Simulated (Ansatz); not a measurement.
# Nb2NF2 monolayer: following an unstable mode, part 2 of 2

Aim: this structure of Nb2NF2 monolayer is to be tested for unstable modes, and one is followed downhill.

Ansatz 0.2.0; DFT PBE, scalar-relativistic, plane waves, PAW; PAW set soft_1.

So far, highest frequency on the path or at a solved wavevector (cm⁻¹): step 2 (response at finite wavevector) 642. Also lowest frequency on the path (cm⁻¹): step 2 -164.

### Step 5. Energy along the mode, all amplitudes (two of the runs are shown above)

An imaginary frequency means negative curvature, so the energy should fall and then rise again as anharmonic terms take over.

This step gave:

```yaml
depth_at_the_lowest_point_sampled: 11.16 meV/atom
largest_atomic_shift_at_that_point: 0.22 Å
```

Energy from the parent against largest atomic shift:

```
largest atomic shift (Å)  energy from the parent (meV/atom)
                   0.000                                  0
                   0.040                             -0.625
                   0.080                              -2.42
                   0.140                              -6.57
                   0.220                              -11.2
                   0.320                              -6.13
                   0.450                               33.6
```

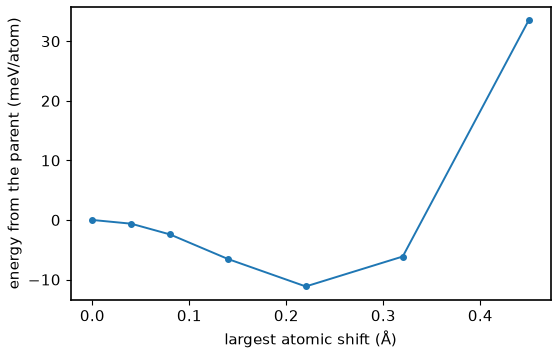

Energy from the parent, plotted against largest atomic shift.

Displacement at unit largest shift by atom:

```
atom  x (Å)  y (Å)  z (Å)  size
  N1   0.00   0.20   0.98  1.00
  N2   0.00  -0.20  -0.98  1.00
 Nb3   0.00  -0.36   0.03  0.36
 Nb4   0.00   0.36  -0.03  0.36
 Nb5   0.00   0.36  -0.03  0.36
 Nb6   0.00  -0.36   0.03  0.36
  F7   0.00  -0.04   0.31  0.31
  F8   0.00   0.04  -0.31  0.31
  F9   0.00   0.04  -0.31  0.31
 F10   0.00  -0.04   0.31  0.31
```

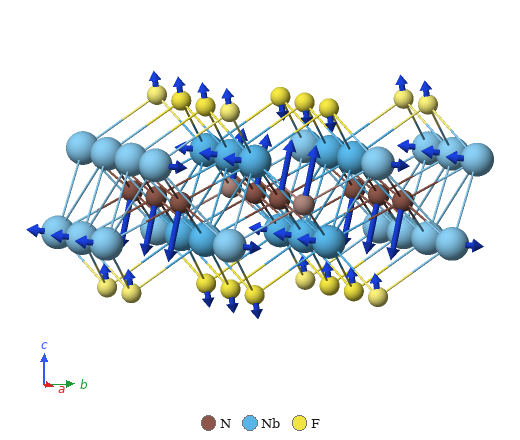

Displacement at unit largest shift as arrows, the longest 1.00 Å. 2×1×1 cells are drawn. Some periodic images of atoms are drawn too.

The lowest of the steps tried is at 0.22 Å, 11.2 meV/atom below the parent; the bottom of the well need not coincide with a step.

### Step 6. Relaxation from the frozen mode

Starting from the lowest point found, all atoms and the cell are let go, so that strain and other modes of the same symmetry can join in.

Contents of input.yaml:

```yaml
crystal:
  lattice:
    - [3.2736513786, 0.0, 0.0]
    - [0.0, 5.670130514, 0.0]
    - [0.0, 0.0, 33.2]
  atoms:
    - { symbol: "N", position: [0.5, 0.5079700281, 0.307690016] }
    - { symbol: "N", position: [0.0, -0.0079700281, 0.2947196225] }
    - { symbol: Nb, position: [1.0, 0.3193903113, 0.3320492818] }
    - { symbol: Nb, position: [0.5, 0.8472763553, 0.3315952873] }
    - { symbol: Nb, position: [0.5, 0.1806096887, 0.2703603567] }
    - { symbol: Nb, position: [0.0, 0.6527236447, 0.2708143512] }
    - { symbol: F, position: [0.5, 0.1650022219, 0.3735699623] }
    - { symbol: F, position: [0.0, 0.6683311115, 0.3694324187] }
    - { symbol: F, position: [1.0, 0.3349977781, 0.2288396763] }
    - { symbol: F, position: [0.5, 0.8316688885, 0.2329772198] }
  periodic: [true, true, false]
kpoints:
  mp_grid: { grid: [12, 6, 1] }
hamiltonian:
  xc: pbe
  pseudopotentials: { kind: paw, azcp: { folder: soft_1 } }
scf:
  occupations: { method: methfessel_paxton, width: 0.2 }
output:
  forces: true
  stress: true
  eigenvalues: true
  write_density: true
  write_potential: true
  elf: true
  volumetric_format: npy
relax:
  adjacent_minimum: "off"
  f_tol: 0.002
  max_steps: 120
  cell: { stress_2d_tol: 0.005 }
```

Run with:

```sh
$ ansatz run input.yaml --threads 4 --pin off --max-ram 16384MiB --backend cpu --events-out ev --progress --plain --runs-dir out
```

Numbers of over 12 decimals in the logs are rounded to 6 here.

The log of the run:

```text
[...]
Crystal: 10 atoms, lattice volume = 616.259 Å³
Basis set: ecut = 420 eV, 12075 PW (Γ), exchange–correlation on 48×80×450 points (8 copies of the dense FFT grid, shifted against one another)
Bands: 55, of which v1, the nominal top of the filled ones, is band 45 counted from 1 (44 counted from 0)
Symmetry: 4 space group operations
[...]
k-points: 28 of 72
[...]
SCF iter   1: F=—  HF=-22228.840299 eV  |F-HF|=—  |Δ(HF+E_count)|=         —  Δρ=7.23e-2  dr2=4.28e1  ethr=3.10e-3  ⟨swp⟩=9.9  Hψ=9880  notcnv=0
[...]
SCF iter  10: F=-22217.312033 eV  HF=-22217.312033 eV  |F-HF|=3.09e-7  |Δ(HF+E_count)|=   1.16e-6  S|Δr|=    0.00e0  Δρ=2.23e-6  dr2=1.67e-8  ethr=1.11e-10  ⟨swp⟩=32.8  Hψ=20083  notcnv=0
SCF 1 converged in 10 iterations: F = -22217.312033 eV  dr2 = 1.67e-8
[...]
relax step   1: F+E_penalty+E_count = -22217.31203325 eV  Δ(F+E_penalty+E_count) = +0.000e0 eV  max|allowed force component| = 6.957e-1 eV/Å  Δτ_max = 0.0000 Å  P = -1.610 N/m  Ω = 616.259 Å³  fix = [c, alpha, beta]  reactions: c +0.000 N/m; alpha +0.000 N/m/rad  (10 SCF iters, dr2 threshold 1.00e-7 eV, accepted)
Crystal: 10 atoms, lattice volume = 592.701 Å³
Basis set: ecut = 420 eV, 11687 PW (Γ), exchange–correlation on 48×80×450 points (8 copies of the dense FFT grid, shifted against one another)
[...]
iter 1 solved again at ethr=1.98e-4 eV; its pass at ethr=3.10e-3 eV (dr2=1.78e-1 eV) is discarded
[...]
SCF iter   6: F=-22217.408399 eV  HF=-22217.408396 eV  |F-HF|=3.46e-6  |Δ(HF+E_count)|=   1.17e-6  S|Δr|=    0.00e0  Δρ=1.87e-5  dr2=8.49e-7  ethr=1.11e-9  ⟨swp⟩=27.6  Hψ=23211  notcnv=0
the search or the solves at the SCF's close seem to have found levels that the self-consistency loop had missed (the run counts 1). By its estimate they hold under 1e-12 electrons; where the run keeps them, the occupations were computed again with them
SCF 2 converged in 6 iterations: F = -22217.408399 eV  dr2 = 8.49e-7
relax step   2: F+E_penalty+E_count = -22217.40839917 eV  Δ(F+E_penalty+E_count) = -9.637e-2 eV  max|allowed force component| = 7.325e-1 eV/Å  Δτ_max = 0.1311 Å  P = -0.590 N/m  Ω = 592.701 Å³  energy of the carried Pulay correction = +9.092e-3 eV  fix = [c, alpha, beta]  reactions: c +0.000 N/m; alpha +0.000 N/m/rad  (6 SCF iters, dr2 threshold 1.00e-6 eV, accepted)
Crystal: 10 atoms, lattice volume = 592.331 Å³
[...]
SCF iter   6: F=-22217.465195 eV  HF=-22217.465195 eV  |F-HF|=6.97e-7  |Δ(HF+E_count)|=   1.47e-6  S|Δr|=    0.00e0  Δρ=1.20e-5  dr2=5.05e-7  ethr=1.11e-9  ⟨swp⟩=26.8  Hψ=21224  notcnv=0
[...]
SCF 3 converged in 6 iterations: F = -22217.465195 eV  dr2 = 5.05e-7
  Residual-converged pass: ⟨swp⟩=1.0  Hψ=1652  notcnv=0  max |occ|·‖R‖ = 7.1e-9 eV (tolerance 1.0e-8 eV)  dr2=5.05e-7  dr2_onsite=2.74e-8  max |Δocc| = 7.2e-11
relax step   3: F+E_penalty+E_count = -22217.46519543 eV  Δ(F+E_penalty+E_count) = -5.680e-2 eV  max|allowed force component| = 3.612e-1 eV/Å  Δτ_max = 0.0372 Å  P = -0.308 N/m  Ω = 592.331 Å³  energy of the carried Pulay correction = +9.238e-3 eV  fix = [c, alpha, beta]  reactions: c -0.000 N/m; alpha +0.000 N/m/rad  (6 SCF iters, dr2 threshold 1.00e-6 eV, accepted)
[... from here on, the SCF cycles and remarks between the steps are left out ...]
relax step   4: F+E_penalty+E_count = -22217.48204112 eV  Δ(F+E_penalty+E_count) = -1.685e-2 eV  max|allowed force component| = 2.094e-1 eV/Å  Δτ_max = 0.0258 Å  P = +0.094 N/m  Ω = 591.277 Å³  energy of the carried Pulay correction = +9.653e-3 eV  fix = [c, alpha, beta]  reactions: c +0.000 N/m; alpha +0.000 N/m/rad  (5 SCF iters, dr2 threshold 1.00e-6 eV, accepted)
relax step   5: F+E_penalty+E_count = -22217.48903386 eV  Δ(F+E_penalty+E_count) = -6.993e-3 eV  max|allowed force component| = 5.821e-2 eV/Å  Δτ_max = 0.0167 Å  P = +0.092 N/m  Ω = 590.614 Å³  energy of the carried Pulay correction = +9.915e-3 eV  fix = [c, alpha, beta]  reactions: c -0.000 N/m; alpha -0.000 N/m/rad  (5 SCF iters, dr2 threshold 1.00e-6 eV, accepted)
relax step   6: F+E_penalty+E_count = -22217.48967324 eV  Δ(F+E_penalty+E_count) = -6.394e-4 eV  max|allowed force component| = 5.691e-3 eV/Å  Δτ_max = 0.0040 Å  P = +0.012 N/m  Ω = 590.632 Å³  energy of the carried Pulay correction = +9.908e-3 eV  fix = [c, alpha, beta]  reactions: c -0.000 N/m; alpha +0.000 N/m/rad  (5 SCF iters, dr2 threshold 2.12e-7 eV, accepted)
relax step   7: F+E_penalty+E_count = -22217.48972331 eV  Δ(F+E_penalty+E_count) = -5.007e-5 eV  max|allowed force component| = 2.455e-3 eV/Å  Δτ_max = 0.0018 Å  P = -0.002 N/m  Ω = 590.550 Å³  energy of the carried Pulay correction = +9.940e-3 eV  fix = [c, alpha, beta]  reactions: c -0.000 N/m; alpha -0.000 N/m/rad  (6 SCF iters, dr2 threshold 2.02e-9 eV, accepted)
relax step   8: F+E_penalty+E_count = -22217.48972084 eV  Δ(F+E_penalty+E_count) = +2.466e-6 eV  max|allowed force component| = 2.124e-3 eV/Å  Δτ_max = 0.0006 Å  P = -0.001 N/m  Ω = 590.565 Å³  energy of the carried Pulay correction = +9.934e-3 eV  fix = [c, alpha, beta]  reactions: c -0.000 N/m; alpha -0.000 N/m/rad  (5 SCF iters, dr2 threshold 3.77e-10 eV, accepted)
relax step   9: F+E_penalty+E_count = -22217.48971310 eV  Δ(F+E_penalty+E_count) = +7.743e-6 eV  max|allowed force component| = 1.011e-3 eV/Å  Δτ_max = 0.0006 Å  P = -0.002 N/m  Ω = 590.588 Å³  energy of the carried Pulay correction = +9.925e-3 eV  fix = [c, alpha, beta]  reactions: c +0.000 N/m; alpha -0.000 N/m/rad  (5 SCF iters, dr2 threshold 2.82e-10 eV, accepted)
relax step  10: F+E_penalty+E_count = -22217.48972455 eV  Δ(F+E_penalty+E_count) = -1.145e-5 eV  max|allowed force component| = 1.052e-3 eV/Å  Δτ_max = 0.0002 Å  P = +0.001 N/m  Ω = 590.561 Å³  energy of the carried Pulay correction = +9.936e-3 eV  fix = [c, alpha, beta]  reactions: c +0.000 N/m; alpha -0.000 N/m/rad  (6 SCF iters, dr2 threshold 4.09e-11 eV, accepted)
relax step  11: F+E_penalty+E_count = -22217.48269147 eV  Δ(F+E_penalty+E_count) = +7.033e-3 eV  max|allowed force component| = 1.098e-3 eV/Å  Δτ_max = 0.0000 Å  P = -0.106 N/m  Ω = 590.561 Å³  fix = [c, alpha, beta]  reactions: c +0.000 N/m; alpha +0.000 N/m/rad  stress off target by 1.13e-1 N/m on what of the cell is left free  SCF on the basis re-selected at this cell (its energy is not comparable with the rows above)  (9 SCF iters)
relax step  12: F+E_penalty+E_count = -22217.48297611 eV  Δ(F+E_penalty+E_count) = -2.846e-4 eV  max|allowed force component| = 2.399e-3 eV/Å  Δτ_max = 0.0017 Å  P = -0.017 N/m  Ω = 590.001 Å³  energy of the carried Pulay correction = +2.204e-4 eV  fix = [c, alpha, beta]  reactions: c -0.000 N/m; alpha +0.000 N/m/rad  (5 SCF iters, dr2 threshold 1.47e-8 eV, accepted)
relax step  13: F+E_penalty+E_count = -22217.48302602 eV  Δ(F+E_penalty+E_count) = -4.991e-5 eV  max|allowed force component| = 1.564e-3 eV/Å  Δτ_max = 0.0004 Å  P = -0.001 N/m  Ω = 589.883 Å³  energy of the carried Pulay correction = +2.669e-4 eV  fix = [c, alpha, beta]  reactions: c -0.000 N/m; alpha +0.000 N/m/rad  (5 SCF iters, dr2 threshold 4.49e-10 eV, accepted)
relax step  14: F+E_penalty+E_count = -22217.48273497 eV  Δ(F+E_penalty+E_count) = +2.910e-4 eV  max|allowed force component| = 1.565e-3 eV/Å  Δτ_max = 0.0000 Å  P = -0.004 N/m  Ω = 589.883 Å³  fix = [c, alpha, beta]  reactions: c +0.000 N/m; alpha +0.000 N/m/rad  stress off target by 5.50e-3 N/m on what of the cell is left free  SCF on the basis re-selected at this cell (its energy is not comparable with the rows above)  (7 SCF iters)
relax step  15: F+E_penalty+E_count = -22217.48274580 eV  Δ(F+E_penalty+E_count) = -1.082e-5 eV  max|allowed force component| = 8.632e-4 eV/Å  Δτ_max = 0.0001 Å  P = +0.000 N/m  Ω = 589.857 Å³  energy of the carried Pulay correction = +1.047e-5 eV  fix = [c, alpha, beta]  reactions: c -0.000 N/m; alpha +0.000 N/m/rad  (6 SCF iters, dr2 threshold 3.45e-11 eV, accepted)
[...]
SCF iter   8: F=-22217.482739 eV  HF=-22217.482739 eV  |F-HF|=6.18e-11  |Δ(HF+E_count)|=  9.09e-11  S|Δr|=    0.00e0  Δρ=6.02e-9  dr2=2.17e-13  ethr=1.00e-12  ⟨swp⟩=10.4  Hψ=11119  notcnv=0
SCF 16 converged in 8 iterations: F = -22217.482739 eV  dr2 = 2.17e-13
relax step  16: F+E_penalty+E_count = -22217.48273866 eV  Δ(F+E_penalty+E_count) = +7.139e-6 eV  max|allowed force component| = 8.637e-4 eV/Å  Δτ_max = 0.0000 Å  P = +0.000 N/m  Ω = 589.857 Å³  fix = [c, alpha, beta]  reactions: c +0.000 N/m; alpha +0.000 N/m/rad  stress off target by 1.50e-3 N/m on what of the cell is left free  SCF on the basis re-selected at this cell (its energy is not comparable with the rows above)  (8 SCF iters)
[...]
WARN: The output density's exchange-correlation potential varies sharply where the density is thin. Do not read a vacuum level from v_tot or v_xc, or from such a field of the output density. On a cell that repeats whose density bears no net charge and no dipole along the vacuum's axis use v_es (v_loc + v_h of the components); under efield.dipole_correction with no amplitude use v_es + v_field, which holds any externa [...]
SCF converged after 8 iterations
[...]
Free energy (F): -22217.482739 eV
[...]
Internal energy: -22217.486720 eV  (E = F + TS)
E sigma→0 (E₀):  -22217.483734 eV
Entropy (-TS):   0.003982 eV (0.398 meV/atom)
Fermi energy:    -4.126754 eV
[...]
--- Forces (eV/Å), atoms counted from 1 ---
  atom   1  N      0.00000000     0.00086374     0.00009973
  atom   2  N      0.00000000    -0.00086374    -0.00009973
  atom   3  Nb     0.00000000    -0.00037500     0.00002718
  atom   4  Nb     0.00000000    -0.00007826     0.00024021
  atom   5  Nb     0.00000000     0.00037500    -0.00002718
  atom   6  Nb     0.00000000     0.00007826    -0.00024021
  atom   7  F      0.00000000    -0.00009698    -0.00006962
  atom   8  F      0.00000000    -0.00010866     0.00017390
  atom   9  F      0.00000000     0.00009698     0.00006962
  atom  10  F      0.00000000     0.00010866    -0.00017390
  max |Σ_I F_I| component: 1.36e-19 eV/Å
--- 2D stress c σ (N/m, compression-positive) ---
        0.001499       0.000000       0.000000
        0.000000      -0.000890      -0.000000
        0.000000      -0.000000      -0.000000
  P = ½ c Tr σ = 0.0003 N/m
--- Band table (eV; the first three rows and the last of 28) ---
  k-point 0: bands = [... 41 lower, -6.0899, -5.7652, -4.9072, -4.1965, -4.1691, -3.3498, -3.0560, -3.0439, ... 6 higher]
  k-point 1: bands = [... 41 lower, -6.0051, -5.9961, -4.9431, -4.7109, -3.8787, -3.5039, -3.0262, -2.9751, ... 6 higher]
  k-point 2: bands = [... 41 lower, -6.3580, -5.7347, -5.1672, -4.9341, -4.6021, -3.2340, -3.1420, -3.0358, ... 6 higher]
  k-point 27: bands = [... 41 lower, -7.5494, -3.8026, -3.8026, -3.5491, -3.5491, -3.3276, -3.3276, -2.1285, ... 6 higher]
--- Relaxed structure (13 steps of the walk, 13 accepted, 3 SCFs on fresh bases) ---
  F+E_penalty+E_count = -22217.48273866 eV   max|allowed force component| = 8.637e-4 eV/Å   (the final SCF, on the basis selected at the relaxed cell)
  cell:  # Å, volume = 589.8565 Å³
    - [3.216226, 0.0, 0.0]
    - [0.0, 5.524102, 0]
    - [0.0, 0, 33.2]
  atoms:
    - { symbol: N, position: [0.500000, 0.510526, 0.310237] }
    - { symbol: N, position: [0, -0.010526, 0.292173] }
    - { symbol: Nb, position: [1.000000, 0.311088, 0.334386] }
    - { symbol: Nb, position: [0.500000, 0.864887, 0.332653] }
    - { symbol: Nb, position: [0.500000, 0.188912, 0.268024] }
    - { symbol: Nb, position: [0, 0.635113, 0.269757] }
    - { symbol: F, position: [0.500000, 0.170912, 0.377223] }
    - { symbol: F, position: [0, 0.679552, 0.370483] }
    - { symbol: F, position: [1.000000, 0.329088, 0.225187] }
    - { symbol: F, position: [0.500000, 0.820448, 0.231927] }
```

The job ended after 6 min (4 threads of Arm Neoverse V2, shared host; peak memory 1.6 GiB; 23 min of CPU time).

Relaxation path:

```
step  energy less that of the first step (eV)  largest force component (eV/Å)  volume (Å³)
   1                                   0.0000                          0.6957       616.26
   2                                  -0.0964                          0.7325       592.70
   3                                  -0.1532                          0.3612       592.33
   4                                  -0.1700                          0.2094       591.28
   5                                  -0.1770                          0.0582       590.61
   6                                  -0.1776                          0.0057       590.63
   7                                  -0.1777                          0.0025       590.55
   8                                  -0.1777                          0.0021       590.56
   9                                  -0.1777                          0.0010       590.59
  10                                  -0.1777                          0.0011       590.56
 11*                                  -0.1707                          0.0011       590.56
  12                                  -0.1709                          0.0024       590.00
  13                                  -0.1710                          0.0016       589.88
 14*                                  -0.1707                          0.0016       589.88
  15                                  -0.1707                          0.0009       589.86
 16*                                  -0.1707                          0.0009       589.86
```

Relaxation steps marked * repeat the geometry before them on a plane-wave basis chosen anew for their cell, so energy and pressure can jump there.

The run keeps the 4 symmetry operations that it works with, so distortions that break them were not tested.

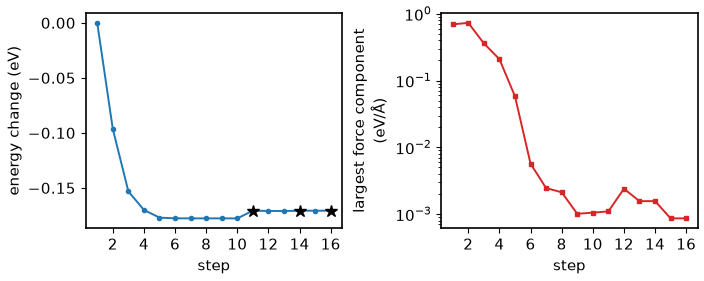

Energy and largest force along the relaxation. Stars mark steps on a basis chosen anew.

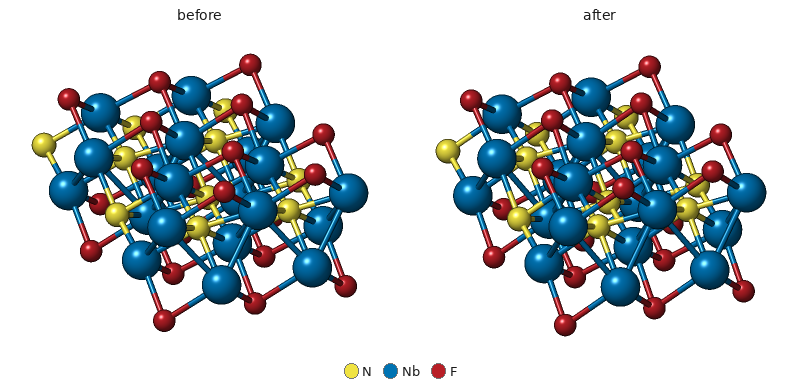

The structure before and after the relaxation, drawn at the same scale.

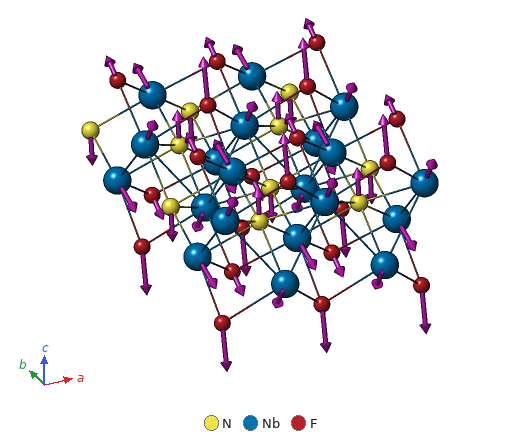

Displacements in the relaxation, exaggerated, measured against the changing cell; the longest in the cell stands for 0.13 Å. 2×2×1 cells are drawn. Some periodic images of atoms are drawn too.

```
cell as run  before  after  change
      a (Å)   3.274  3.216  -1.8 %
      b (Å)   5.670  5.524  -2.6 %
```

The atoms that moved most (Å, along periodic axes as changes of fractional coordinates times the final cell, across vacuum about the mean position):

```
atom     dx      dy      dz  length
  F9  0.000  -0.033  -0.121   0.126
  F7  0.000   0.033   0.121   0.126
 Nb6  0.000  -0.097  -0.035   0.103
 Nb4  0.000   0.097   0.035   0.103
 Nb3  0.000  -0.046   0.078   0.090
 Nb5  0.000   0.046  -0.078   0.090
  N2  0.000  -0.014  -0.085   0.086
  N1  0.000   0.014   0.085   0.086
```

The relaxed structure:

```
N Nb F
1.0
     3.21623    0.00000    0.00000
     0.00000    5.52410    0.00000
     0.00000    0.00000   33.20000
N Nb F
2 4 4
Direct
  0.50000 0.51053 0.31024
  0.00000 0.98947 0.29217
  0.00000 0.31109 0.33439
  0.50000 0.86489 0.33265
  0.50000 0.18891 0.26802
  0.00000 0.63511 0.26976
  0.50000 0.17091 0.37722
  0.00000 0.67955 0.37048
  0.00000 0.32909 0.22519
  0.50000 0.82045 0.23193
```

This step gave:

```yaml
area_per_atom: 1.777 Å²
```

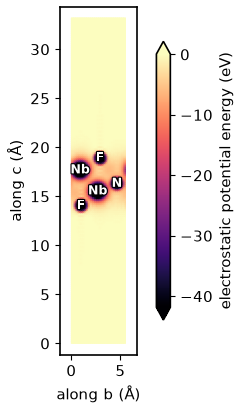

Electrostatic potential energy in the bc plane at fractional x = 0.000, with atoms of N and Nb and F within 0.2 Å of it. With pseudopotentials it is smooth inside the atoms' cores, unlike the true potential. The map starts off the cell's origin, so that atoms lie inside it.

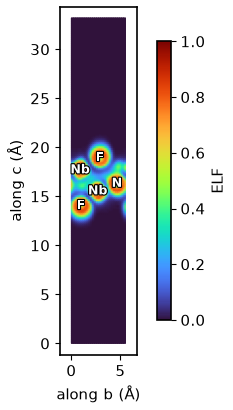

ELF in the bc plane at fractional x = 0.000, with atoms of N and Nb and F within 0.2 Å of it. It is the smooth field of the valence electrons, not physical close to the nuclei. The map starts off the cell's origin, so that atoms lie inside it.

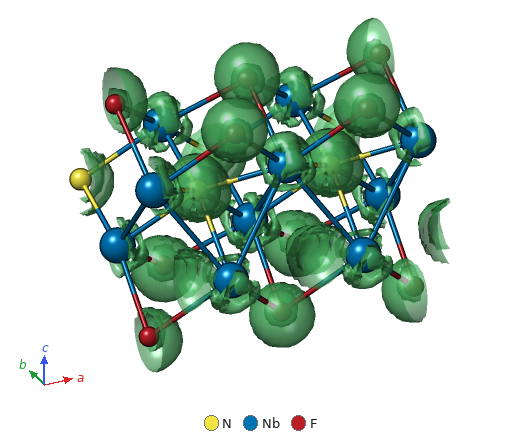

Surface of ELF = 0.75. 2×1×1 cells are drawn.

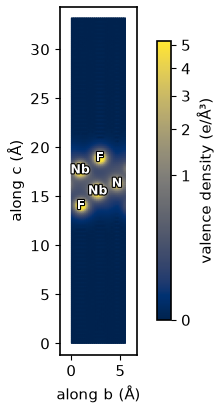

Valence density in the bc plane at fractional x = 0.000, with atoms of N and Nb and F within 0.2 Å of it. It is the smooth field of the valence electrons, not physical close to the nuclei. The map starts off the cell's origin, so that atoms lie inside it. The colour scale is stretched toward low values.

The distorted start has space group P2_1/m; the relaxation ends in P2_1/m.

### Step 7. Summary of results

| Property | Result |
| --- | --- |
| unstable mode of the parent | q = (0, -0.5, 0), 164i cm⁻¹ |
| depth at the lowest point sampled | 11.2 meV/atom |
| largest atomic shift at that point | 0.22 Å |
| space group reached (within 0.01 Å) | P2_1/m |
| energy gained over the parent (first relaxation, on the mesh of the frozen mode) | 28.2 meV/atom |
| area per atom, phase reached | 1.78 Å² |

Along this mode the structure falls into P2_1/m, 28.2 meV/atom below the parent. At the parent's cell the well is 11.16 meV/atom deep on the steps tried, with its lowest point at a shift of 0.22 Å. Relaxing atoms and cell changes the gain by +17.03 meV/atom against the lowest step (energies at zero smearing). Most of the total comes from this relaxation. The modes of the phase reached were not computed on this path. Each path keeps the symmetry of its pattern, so a lower phase may lie along a pattern not tried. With no gap, or one that is small against the smearing, the frequencies hang on the k mesh and the smearing, most of all near Kohn anomalies. The phonon runs are without spin polarisation, although the cell has an odd electron count. In a sheet or slab the interpolated bending branch near Γ is rough, since the rotational sum rule isn't imposed. The starting cell was built on a prototype and not taken from a measurement.

[Logs are printed without paths, hosts, clocks, repeated set-up lines and the standing remarks that a program may print on its own settings, such as how far it seeks lower states.]

[Hosts, paths, dates, database ids (printed as entryN), source tags and the programs' standing remarks are cut or masked in the printed files.]
